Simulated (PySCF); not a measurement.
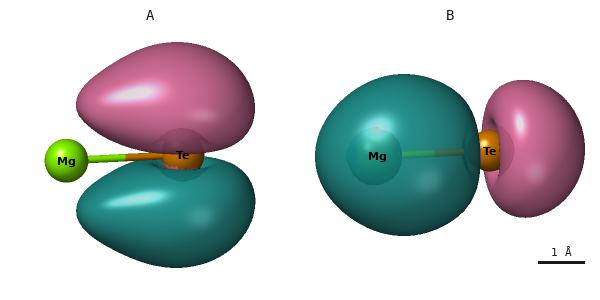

The picture shows: MgTe (charge −1, doublet). Two frontier β-spin orbitals, each drawn at the value that holds 80 % of its norm (teal and pink are the two phases), in no order; of a degenerate pair one member is drawn.

Core potentials replace the inner electrons of Te.

All numbers below come from PySCF 2.14.0, PBE0/aug-cc-pVDZ(-PP), non-relativistic Hamiltonian with scalar-relativistic core potentials where named, at a bond length of 2.574 Å.

Label each orbital by symmetry, say whether it is occupied, and order them by energy.

Orbital B: σ, occupied in this spin, −2.21 eV; shared between the atoms (Mg 40 %, Te 60 %).
Orbital A: π, occupied in this spin, −0.83 eV; mainly on Te (90 %).
